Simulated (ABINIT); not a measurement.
# Beyond one shot: La2O3 (P-3m1)

Wanted: G0W0 and self-consistent gaps of La2O3 (P-3m1), with the cost of the cycles.

Main program and level: ABINIT 10.8.3; PBE and many-body steps on it, plane waves.

### 1. The starting structure

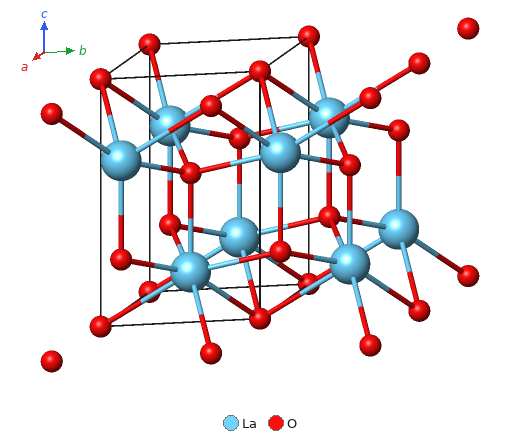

The starting structure, seen slightly off an axis (lanthanum blue, oxygen red). 2×2×1 cells are drawn. Bonds to atoms that aren't drawn are left out. Some periodic images of atoms are drawn too.

The cell and positions are those that the Materials Project relaxed with its own functionals (PBE, PBE+U or r2SCAN), kept fixed. Spin-orbit coupling is left out unless a step names it.

### 2. Empty states on the mesh, 3×3×2 mesh, 129 bands

This step: ABINIT 10.8.3; DFT, PBE, plane waves, norm-conserving pseudopotentials.

The sums over transitions need many empty states on a uniform mesh; this step solves for them.

The input, run.abi:

```
acell 3*1.0 Angstrom
rprim 
  3.930777878010 -0.000000000002 0.000000000000
  -1.965388939003 3.404153498992 0.000000000000
  0.000000000000 0.000000000000 6.111953520000
ntypat 2
znucl 57 8
natom 5
typat 1 1 2 2 2
xred 
  0.666666666667 0.333333333333 0.753764320000
  0.333333333333 0.666666666667 0.246235680000
  0.666666666667 0.333333333333 0.354109350000
  0.333333333333 0.666666666667 0.645890650000
  -0.000000000000 -0.000000000000 0.000000000000
pp_dirpath "pseudos"
pseudos "La.upf, O.upf"
ecut 50
ngkpt 3 3 2
nshiftk 1
shiftk 0 0 0
kptopt 1
chksymbreak 0
iscf -2
irdden 1
istwfk *1
nband 129
nbdbuf 10
tolwfr 1e-09
nstep 60
prtvol 0
indata_prefix "in"
outdata_prefix "out"
tmpdata_prefix "tmp"
```

On the command line:

```console
OMP_NUM_THREADS=1 mpirun -n 4 abinit run.abi > log
```

Numbers of over 12 decimals in the logs are rounded to 6 here.

What it wrote:

```text
.Version 10.8.3 of ABINIT. v10.8.2 released Aug 2026.

 Symmetries : space group P-3 m 1 (#164); Bravais hP (primitive hexag.)
[... echo of the input left out ...]
== DATASET  1 ==================================================================
-   mpi_nproc: 4, omp_nthreads: 1 (-1 if OMP is not activated)

--- !DatasetInfo
iteration_state: {dtset: 1, }
dimensions: {natom: 5, nkpt: 6, mband: 129, nsppol: 1, nspinor: 1, nspden: 1, mpw: 9367, }
cutoff_energies: {ecut:  50.0, pawecutdg:  -1.0, }
[...]
2.00508    2.00508    2.01317    2.05804    2.15324    2.15324    2.17819    2.20177
   2.20177    2.23835    2.25836    2.25836    2.26137    2.27079    2.27079    2.30500
   2.36962
 prteigrs : prtvol=0 or 1, do not print more k-points.

== END DATASET(S) ==============================================================
================================================================================

 -outvars: echo values of variables after computation  --------
            nband         129
             nkpt           6
          spgroup         164
 [... the other variables as echoed above ...]

 Calculation completed.
```

Wall time 84 s (4 MPI ranks of Arm Neoverse V1, shared host); peak memory 0.45 GiB.

Numbers from this step:

```yaml
gap: 3.940 eV
k_of_the_valence_top: 0.3333, 0, 0.5
k_of_the_conduction_bottom: 0.3333, 0.3333, 0
least_direct_gap: 3.982 eV
k_points_computed: 6
lowest_point_of_the_top_converged_band_above_the_valence_top: 52.1392 eV
```

On this mesh the gap is 3.940 eV.

The density comes from a self-consistent run that is not shown.

### 3. Screening, 3×3×2 mesh, 119 bands, screening to 130.6 eV

The RPA dielectric matrix is built and inverted for each q.

This step: RPA screening on PBE, plane waves, norm-conserving pseudopotentials.

Edit run.abi of step 2 so:

```diff
@@ -23,10 +23,11 @@
 chksymbreak 0
-iscf -2
-irdden 1
 istwfk *1
-nband 129
-nbdbuf 10
-tolwfr 1e-09
-nstep 60
-prtvol 0
+occopt 1
+irdwfk 1
+optdriver 3
+nband 119
+ecuteps 4.8
+inclvkb 2
+awtr 1
+symchi 1
 indata_prefix "in"
```

What it wrote:

```text
.Version 10.8.3 of ABINIT. v10.8.2 released Aug 2026.

 Symmetries : space group P-3 m 1 (#164); Bravais hP (primitive hexag.)
[... echo of the input left out ...]
== DATASET  1 ==================================================================
-   mpi_nproc: 4, omp_nthreads: 1 (-1 if OMP is not activated)

--- !DatasetInfo
iteration_state: {dtset: 1, }
dimensions: {natom: 5, nkpt: 6, mband: 119, nsppol: 1, nspinor: 1, nspden: 1, mpw: 9367, }
cutoff_energies: {ecut:  50.0, pawecutdg:  -1.0, }
electrons: {nelect:   4.00000000E+01, charge:   0.00000000E+00, occopt:   1.00000000E+00, tsmear:   1.00000000E-02, }

 SCREENING: Calculation of the susceptibility and dielectric matrices

 Based on a program developped by R.W. Godby, V. Olevano, G. Onida, and L. Reining.
 Incorporated in ABINIT by V. Olevano, G.-M. Rignanese, and M. Torrent.
.Using double precision arithmetic ; gwpc =  8

[... cell and pseudopotentials left out ...]
--------------------------------------------------------------------------------

 ==== K-mesh for the wavefunctions ====
 Number of points in the irreducible wedge :     6
[... list of points left out ...]
 Together with 12 symmetry operations and time-reversal symmetry
 yields    18 points in the full Brillouin Zone.

 ==== Q-mesh for the screening function ====
 Number of points in the irreducible wedge :     6
[... list of points left out ...]
 Together with 12 symmetry operations and time-reversal symmetry
 yields    18 points in the full Brillouin Zone.

 setmesh: FFT mesh size selected  =    27x   27x   48
          total number of points  =        34992

 vcoul_init : cutoff-mode = AUXILIARY_FUNCTION
 q-points for optical limit:   1
     1)      0.000010    0.000020    0.000030

- screening: taking advantage of time-reversal symmetry
- Maximum band index for partially occupied states nbvw = 20
- Remaining bands to be divided among processors   nbcw = 99
- Number of bands treated by each node ~24

 Number of electrons calculated from density =   40.0000; Expected =   40.0000
 average of density, n =  0.072476
 r_s =    1.4879
 omega_plasma =   25.9689 [eV]

 calculating chi0 at frequencies [eV] :
  1    0.000000E+00    0.000000E+00
  2    0.000000E+00    2.596889E+01

--------------------------------------------------------------------------------
  q-point number  1        q = ( 0.000000, 0.000000, 0.000000) [r.l.u.]
--------------------------------------------------------------------------------
[... chi0 elements left out ...]
 For q-point:  0.000010 0.000020 0.000030
  dielectric constant =   4.5615
  dielectric constant without local fields =   4.9441

  Average fulfillment of the sum rule on Im[epsilon] for q-point    1 :     64.09  [%]
[... wings left out ...]
  q-point number  2        q = ( 0.333333, 0.000000, 0.000000) [r.l.u.]
--------------------------------------------------------------------------------
[... chi0 elements left out ...]
  Average fulfillment of the sum rule on Im[epsilon] for q-point    2 :     71.08  [%]

 [... 4 further q-points ...]
```

Elapsed: 49 s, on 4 MPI ranks; peak memory 1.4 GiB.

This step gave:

- ε∞ with local fields, on this mesh, along the program's q direction: 4.561
- the same without local fields: 4.944
- plasma frequency: 25.97 eV
- plane waves in the screening matrix: 287

Local fields lower ε∞ by 8 %. On a Γ-centred mesh this coarse the value itself is usually too large, while a short band sum pulls it down.

### 4. G0W0

The self-energy is evaluated for the states that the input lists, and the levels follow from it, in one-shot runs by the linearised quasiparticle equation.

This step: G0W0 on PBE, plane waves, norm-conserving pseudopotentials.

Edit run.abi of step 3 so:

```diff
@@ -26,8 +26,19 @@
 irdwfk 1
-optdriver 3
+optdriver 4
 nband 119
+gwcalctyp 0
+ecutsigx 50
+symsigma 1
+nkptgw 3
+kptgw 
+  0.3333333333 0.0000000000 0.5000000000
+  0.3333333333 0.3333333333 0.0000000000
+  0.0000000000 0.0000000000 0.0000000000
+bdgw 
+  19 22
+  19 23
+  18 23
 ecuteps 4.8
-inclvkb 2
-awtr 1
-symchi 1
+irdscr 1
+ppmodel 1
 indata_prefix "in"
```

What it wrote:

```text
.Version 10.8.3 of ABINIT. v10.8.2 released Aug 2026.

 Symmetries : space group P-3 m 1 (#164); Bravais hP (primitive hexag.)
[... echo of the input left out ...]
== DATASET  1 ==================================================================
-   mpi_nproc: 4, omp_nthreads: 1 (-1 if OMP is not activated)

--- !DatasetInfo
iteration_state: {dtset: 1, }
dimensions: {natom: 5, nkpt: 6, mband: 119, nsppol: 1, nspinor: 1, nspden: 1, mpw: 9367, }
cutoff_energies: {ecut:  50.0, pawecutdg:  -1.0, }
electrons: {nelect:   4.00000000E+01, charge:   0.00000000E+00, occopt:   1.00000000E+00, tsmear:   1.00000000E-02, }

 SIGMA: Calculation of the GW corrections

 Based on a program developped by R.W. Godby, V. Olevano, G. Onida, and L. Reining.
 Incorporated in ABINIT by V. Olevano, G.-M. Rignanese, and M. Torrent.
.Using double precision arithmetic ; gwpc =  8

[... cell and pseudopotentials left out ...]
--------------------------------------------------------------------------------

 ==== K-mesh for the wavefunctions ====
 Number of points in the irreducible wedge :     6
[... list of points left out ...]
 Together with 12 symmetry operations and time-reversal symmetry
 yields    18 points in the full Brillouin Zone.

 ==== Q-mesh for screening function ====
 Number of points in the irreducible wedge :     6
[... list of points left out ...]
 Together with 12 symmetry operations and time-reversal symmetry
 yields    18 points in the full Brillouin Zone.

 vcoul_init : cutoff-mode = AUXILIARY_FUNCTION
 q-points for optical limit:   1
     1)      0.000010    0.000020    0.000030
 setmesh: FFT mesh size selected  =    45x   45x   75
          total number of points  =       151875

 Number of electrons calculated from density =   40.0000; Expected =   40.0000
 average of density, n =  0.072476
 r_s =    1.4879
 omega_plasma =   25.9689 [eV]

 === KS Band Gaps ===
  >>>> For spin  1
   Minimum direct gap =   3.9821 [eV], located at k-point      :   0.3333  0.3333  0.0000
   Fundamental gap    =   3.9403 [eV], Top of valence bands at :   0.3333  0.0000  0.5000
                                       Bottom of conduction at :   0.3333  0.3333  0.0000
 SIGMA fundamental parameters:
 PLASMON POLE MODEL  1
 number of plane-waves for SigmaX                 9367
 number of plane-waves for SigmaC and W            287
 number of plane-waves for wavefunctions          9367
 number of bands                                   119
 number of independent spin polarizations            1
 number of spinorial components                      1
 number of k-points in IBZ                           6
 number of q-points in IBZ                           6
 number of symmetry operations                      12
 number of k-points in BZ                           18
 number of q-points in BZ                           18
 number of frequencies for dSigma/dE                 9
 frequency step for dSigma/dE [eV]                0.25
 number of omega for Sigma on real axis              0
 max omega for Sigma on real axis  [eV]           0.00
 zcut for avoiding poles [eV]                     0.10

 EPSILON^-1 parameters (SCR file):
 dimension of the eps^-1 matrix on file            287
 dimension of the eps^-1 matrix used               287
 number of plane-waves for wavefunctions          9367
 number of bands                                   119
 number of q-points in IBZ                           6
 number of frequencies                               2
 number of real frequencies                          1
 number of imag frequencies                          1

 matrix elements of self-energy operator (all in [eV])

 Perturbative Calculation

--- !SelfEnergy_ee
iteration_state: {dtset: 1, }
kpoint     : [   0.333,    0.000,    0.500, ]
spin       : 1
KS_gap     :    4.466
QP_gap     :    6.913
Delta_QP_KS:    2.447
data: !SigmaeeData |
     Band     E0 <VxcDFT>   SigX SigC(E0)      Z dSigC/dE  Sig(E)    E-E0       E
       19   5.682 -18.475 -23.105   4.574   0.781  -0.281 -18.519  -0.043   5.639
       20   5.935 -18.990 -23.520   4.528   0.780  -0.282 -18.992  -0.002   5.932
       21  10.400 -13.777  -5.562  -5.175   0.804  -0.244 -11.332   2.445  12.845
       22  10.762 -13.694  -5.101  -5.393   0.802  -0.247 -11.128   2.566  13.327

--- !SelfEnergy_ee
iteration_state: {dtset: 1, }
kpoint     : [   0.333,    0.333,    0.000, ]
spin       : 1
KS_gap     :    3.982
QP_gap     :    5.134
Delta_QP_KS:    1.152
data: !SigmaeeData |
     Band     E0 <VxcDFT>   SigX SigC(E0)      Z dSigC/dE  Sig(E)    E-E0       E
       19   5.221 -17.724 -22.695   4.673   0.814  -0.229 -17.967  -0.242   4.979
       20   5.893 -19.229 -23.698   4.461   0.783  -0.277 -19.235  -0.006   5.887
[...]
--- !SelfEnergy_ee
iteration_state: {dtset: 1, }
kpoint     : [   0.000,    0.000,    0.000, ]
spin       : 1
KS_gap     :    4.412
QP_gap     :    6.523
Delta_QP_KS:    2.111
data: !SigmaeeData |
     Band     E0 <VxcDFT>   SigX SigC(E0)      Z dSigC/dE  Sig(E)    E-E0       E
[...]
21  10.301 -11.820  -3.888  -5.296   0.814  -0.228  -9.674   2.146  12.447
       22  10.583 -12.686  -4.857  -5.262   0.811  -0.232 -10.603   2.083  12.666
       23  10.583 -12.686  -4.857  -5.262   0.811  -0.232 -10.603   2.083  12.666

== END DATASET(S) ==============================================================
================================================================================

 -outvars: echo values of variables after computation  --------
           etotal      0.0000000000E+00
            nband         119
             nkpt           6
          spgroup         164
 [... the other variables as echoed above ...]

 Calculation completed.
```

Elapsed: 20 s, on 4 MPI ranks; peak memory 1.1 GiB; 82 s of CPU time.

This step gave:

| Item | Value |
| --- | --- |
| G0W0 gap on the points computed | 5.09 eV |
| starting gap on the mesh | 3.940 eV |
| k of the valence top | 0.3333, 0, 0.5 |
| k of the conduction bottom | 0.3333, 0.3333, 0 |
| Z at the valence top | 0.78 |
| Z at the conduction bottom | 0.827 |
| least direct G0W0 gap on the computed points | 5.135 eV |

The gap on the mesh goes from 3.94 eV to 5.09 eV, a correction of +1.15 eV.

### 5. evGW0, cycle 1

This step: evGW0 on PBE, plane waves, norm-conserving pseudopotentials.

Edit run.abi of step 4 so:

```diff
@@ -28,14 +28,20 @@
 nband 119
-gwcalctyp 0
+gwcalctyp 10
 ecutsigx 50
 symsigma 1
-nkptgw 3
+nkptgw 6
 kptgw 
+  0.0000000000 0.0000000000 0.0000000000
+  0.3333333333 0.0000000000 0.0000000000
+  0.3333333333 0.3333333333 0.0000000000
+  0.0000000000 0.0000000000 0.5000000000
   0.3333333333 0.0000000000 0.5000000000
-  0.3333333333 0.3333333333 0.0000000000
-  0.0000000000 0.0000000000 0.0000000000
+  0.3333333333 0.3333333333 0.5000000000
 bdgw 
-  19 22
-  19 23
-  18 23
+  12 24
+  12 24
+  12 24
+  12 24
+  12 24
+  12 24
 ecuteps 4.8
```

What it wrote:

```text
.Version 10.8.3 of ABINIT. v10.8.2 released Aug 2026.

 Symmetries : space group P-3 m 1 (#164); Bravais hP (primitive hexag.)
[... echo of the input left out ...]
== DATASET  1 ==================================================================
-   mpi_nproc: 4, omp_nthreads: 1 (-1 if OMP is not activated)

--- !DatasetInfo
iteration_state: {dtset: 1, }
dimensions: {natom: 5, nkpt: 6, mband: 119, nsppol: 1, nspinor: 1, nspden: 1, mpw: 9367, }
cutoff_energies: {ecut:  50.0, pawecutdg:  -1.0, }
electrons: {nelect:   4.00000000E+01, charge:   0.00000000E+00, occopt:   1.00000000E+00, tsmear:   1.00000000E-02, }

 SIGMA: Calculation of the GW corrections

 Based on a program developped by R.W. Godby, V. Olevano, G. Onida, and L. Reining.
 Incorporated in ABINIT by V. Olevano, G.-M. Rignanese, and M. Torrent.
.Using double precision arithmetic ; gwpc =  8

[... cell and pseudopotentials left out ...]
--------------------------------------------------------------------------------

 ==== K-mesh for the wavefunctions ====
 Number of points in the irreducible wedge :     6
[... list of points left out ...]
 Together with 12 symmetry operations and time-reversal symmetry
 yields    18 points in the full Brillouin Zone.

 ==== Q-mesh for screening function ====
 Number of points in the irreducible wedge :     6
[... list of points left out ...]
 Together with 12 symmetry operations and time-reversal symmetry
 yields    18 points in the full Brillouin Zone.

 vcoul_init : cutoff-mode = AUXILIARY_FUNCTION
 q-points for optical limit:   1
     1)      0.000010    0.000020    0.000030
 setmesh: FFT mesh size selected  =    45x   45x   75
          total number of points  =       151875

 Number of electrons calculated from density =   40.0000; Expected =   40.0000
[...]
KS_gap     :    4.466
QP_gap     :    6.913
Delta_QP_KS:    2.447
data: !SigmaeeData |
     Band     E_DFT   <VxcDFT>   E(N-1)  <Hhartree>   SigX  SigC[E(N-1)]    Z     dSigC/dE  Sig[E(N)]  DeltaE  E(N)_pert E(N)_diago
[...]
--- !SelfEnergy_ee
iteration_state: {dtset: 1, }
kpoint     : [   0.333,    0.333,    0.500, ]
spin       : 1
KS_gap     :    4.480
QP_gap     :    6.335
Delta_QP_KS:    1.855
data: !SigmaeeData |
     Band     E_DFT   <VxcDFT>   E(N-1)  <Hhartree>   SigX  SigC[E(N-1)]    Z     dSigC/dE  Sig[E(N)]  DeltaE  E(N)_pert E(N)_diago
[...]
23    10.886   -15.126    10.886    26.012    -4.430    -6.313     0.787    -0.271   -11.677     3.449    14.335    15.269
       24    10.886   -15.126    10.886    26.012    -4.430    -6.313     0.787    -0.271   -11.677     3.449    14.335    15.270

 New Fermi energy :        3.143710E-01 Ha ,    8.554471E+00 eV

 === QP Band Gaps ===
  >>>> For spin  1
   Minimum direct gap =   5.3748 [eV], located at k-point      :   0.3333  0.3333  0.0000
   Fundamental gap    =   5.3269 [eV], Top of valence bands at :   0.0000  0.0000  0.0000
                                       Bottom of conduction at :   0.3333  0.3333  0.0000

 writing QP data on file : out_QPS

 Convergence of QP corrections
 >>>>> For spin  1 <<<<<
.  kptgw no:  1; Maximum DeltaE = (   0.000   0.000) for band index: 10
.  kptgw no:  2; Maximum DeltaE = (  -0.321  -0.001) for band index: 13
.  kptgw no:  3; Maximum DeltaE = (  -0.239  -0.014) for band index: 13
.  kptgw no:  4; Maximum DeltaE = (   2.745  -0.000) for band index: 10
.  kptgw no:  5; Maximum DeltaE = (  -0.418  -0.009) for band index: 13
.  kptgw no:  6; Maximum DeltaE = (  -0.465  -0.000) for band index: 12

== END DATASET(S) ==============================================================
================================================================================

 -outvars: echo values of variables after computation  --------
           etotal      0.0000000000E+00
            nband         119
             nkpt           6
          spgroup         164
 [... the other variables as echoed above ...]

 Calculation completed.
```

Run time: 96 s. Hardware: 4 MPI ranks; peak memory 1.7 GiB.

This step gave:

| Property | Result |
| --- | --- |
| quasiparticle gap on the mesh | 5.326 eV |
| gap of the density functional on the mesh | 3.940 eV |
| k of the valence top | 0, 0, 0 |
| k of the conduction bottom | 0.3333, 0.3333, 0 |
| Z at the valence top | 0.782 |
| Z at the conduction bottom | 0.827 |
| least direct quasiparticle gap on the computed points | 5.374 eV |

Against G0W0 in ABINIT (3×3×2 mesh, 119 bands, screening to 130.6 eV, Godby-Needs plasmon pole), the gap moves by +0.236 eV. This first cycle still uses the starting levels; it takes the full correction, at all points of the mesh, and its linearised value is 5.090 eV.

### 6. evGW0, cycle 2

The corrected levels of the last cycle go back in.

Edit run.abi of step 5 so:

```diff
@@ -49,2 +49,3 @@
 ppmodel 1
+irdqps 1
 indata_prefix "in"
```

What it wrote:

```text
.Version 10.8.3 of ABINIT. v10.8.2 released Aug 2026.

 Symmetries : space group P-3 m 1 (#164); Bravais hP (primitive hexag.)
[... echo of the input left out ...]
== DATASET  1 ==================================================================
-   mpi_nproc: 4, omp_nthreads: 1 (-1 if OMP is not activated)

--- !DatasetInfo
iteration_state: {dtset: 1, }
dimensions: {natom: 5, nkpt: 6, mband: 119, nsppol: 1, nspinor: 1, nspden: 1, mpw: 9367, }
cutoff_energies: {ecut:  50.0, pawecutdg:  -1.0, }
[...]
.  kptgw no:  4; Maximum DeltaE = (   0.093  -0.006) for band index: 13
.  kptgw no:  5; Maximum DeltaE = (   0.102  -0.009) for band index: 13
.  kptgw no:  6; Maximum DeltaE = (   0.138  -0.042) for band index: 12

== END DATASET(S) ==============================================================
================================================================================

 -outvars: echo values of variables after computation  --------
           etotal      0.0000000000E+00
            nband         119
             nkpt           6
          spgroup         164
 [... the other variables as echoed above ...]

 Calculation completed.
```

It took 96 s on 4 MPI ranks; peak memory 1.7 GiB.

Numbers from this step:

* quasiparticle gap on the mesh: 5.245 eV
* gap of the density functional on the mesh: 3.940 eV
* k of the valence top: 0.3333, 0, 0.5
* k of the conduction bottom: 0.3333, 0.3333, 0
* least direct quasiparticle gap on the computed points: 5.296 eV

Against the cycle before, the gap moves by −0.081 eV.

[end of part 1 of 3]

[Paths, hosts, dates, memory and timing lines, banners, echoed tables and standing remarks are left out of the program output.]

[Logs are printed without paths, hosts, clocks, repeated set-up lines and the standing remarks that a program may print on its own settings, such as how far it seeks lower states.]

[Runs of the session that timed out or met a known fault of the program may be left out.]

[Hosts, paths, dates, database ids (printed as entryN), source tags and the programs' standing remarks are cut or masked in the printed files.]

[G0W0 gaps are taken among the corrected bands and points alone; a level outside them can change the order at an edge.]

[Where Ansatz stands beside ABINIT at settings called matched, ABINIT's density can come from a denser mesh and the files from another edition; pairs whose starting gaps differed by over 0.03 eV were left out, so agreement reads better than it is.]
